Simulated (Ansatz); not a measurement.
Equilibrium of C2H9AlS ⇌ CH5AlS + CH4 at process temperatures

Species: C2H9AlS `C[S+](C)[AlH3-]`, singlet; CH5AlS `C[S][AlH2]`, singlet; CH4 (methane) `C`, singlet. This is a balance of energies; it says nothing on the path, which may need atoms to shift.

The electronic reaction energy at CCSD(T)/CBS estimate is -75.0 kJ/mol. Shapes: PBE0-D4/def2-TZVP. Programs: Ansatz 0.2.0. Enthalpy and entropy come from rigid-rotor, harmonic-oscillator sums on unscaled PBE0-D4/def2-TZVP wavenumbers, ideal gases at 1 bar. Symmetry numbers: C2H9AlS 1, CH5AlS 1, CH4 12. R = 8.3145 J/(mol K).

| T (K) | ΔH (kJ/mol) | ΔS (J/(mol K)) |
| --- | --- | --- |
| 400 | -73.0 | +133.5 |
| 600 | -76.0 | +127.5 |
| 800 | ? | ? |

Work out ln K at 400 and 600 K, and from these estimate it at 800 K.


1. 400 K: ΔG = -73.0 − 400 × (+133.5)/1000 = -126.4 kJ/mol; ln K = −ΔG/RT = +38.01.
2. 600 K: ΔG = -76.0 − 600 × (+127.5)/1000 = -152.5 kJ/mol; ln K = −ΔG/RT = +30.57.
3. Slope against 1000/T: (+30.57 − (+38.01))/(1.6667 − 2.5000) = +8.93, that is −ΔH/R with ΔH near -74 kJ/mol.
4. 800 K: ln K = +38.01 + (+8.93) × (1.2500 − 2.5000) = +26.85.

The full sums give ΔH = -79.7 kJ/mol, ΔS = +122.1 J/(mol K), ΔG = -177.4 kJ/mol and ln K = +26.67 at 800 K, so the line is off by +0.18 in ln K; without rounding the miss is +0.17, from the change of ΔH with temperature. The products are favoured over this whole range. The number of molecules rises, which sets the sign of ΔS, and lower pressure favours the products. An error of 10 kJ/mol in the energy moves ln K by 1.5 at 800 K. Soft modes are treated as harmonic, which can err either way at these temperatures; the lowest are those of C2H9AlS (95 cm⁻¹), CH5AlS (89 cm⁻¹). The CBS estimate extrapolates MP2 from def2-TZVPP and def2-QZVPP and adds CCSD(T) − MP2 in the triple-zeta set, cores frozen.

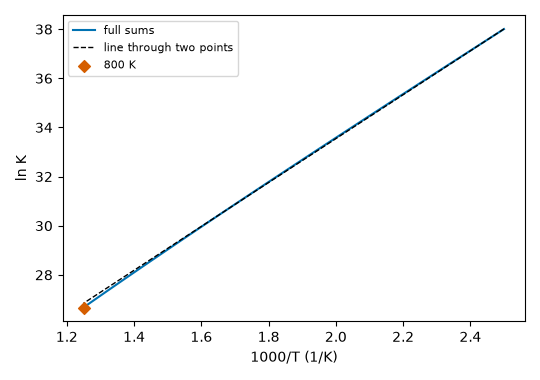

The van 't Hoff plot.
